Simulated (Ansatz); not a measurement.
The figure comes from a scan of BaTiO3 (cubic perovskite): one O atom of a 5-atom cell moves by s along Cartesian z, with its periodic images. All values below come from r2SCAN (plane waves to 500 eV, PAW, scalar-relativistic; Ansatz, a first-principles code). k mesh 7×7×7 (Γ-centred), Fermi-Dirac smearing 0.05 eV. E stands for the smeared free energy. BaTiO3 is run without spin polarisation. BaTiO3 was relaxed with its symmetry unable to fall. The PAW data are Ansatz's earlier set. This is a high-temperature form of BaTiO3. ΔE is measured from the undisplaced structure.

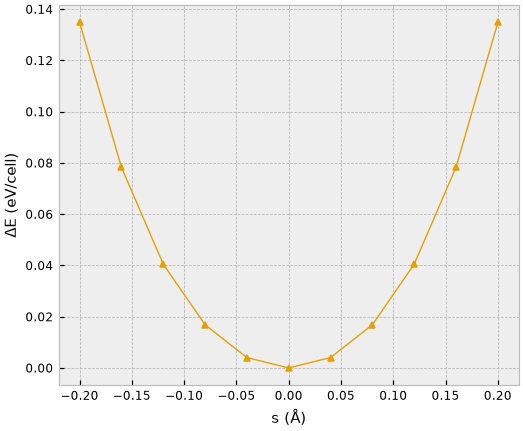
Fig. 1. ΔE (eV/cell) against s (Å); computed points joined by lines.

### Question
List the plotted points as numbers.

### Answer
To the nearest 0.002:

| s (Å) | ΔE (eV/cell) |
|---|---|
| -0.200 | 0.134 |
| -0.160 | 0.078 |
| -0.120 | 0.040 |
| -0.080 | 0.016 |
| -0.040 | 0.004 |
| 0.000 | 0.000 |
| 0.040 | 0.004 |
| 0.080 | 0.016 |
| 0.120 | 0.040 |
| 0.160 | 0.078 |
| 0.200 | 0.134 |

(For displaced atoms, the force is minus the slope of the energy, and its curvature is a force constant, which sets phonon frequencies.)
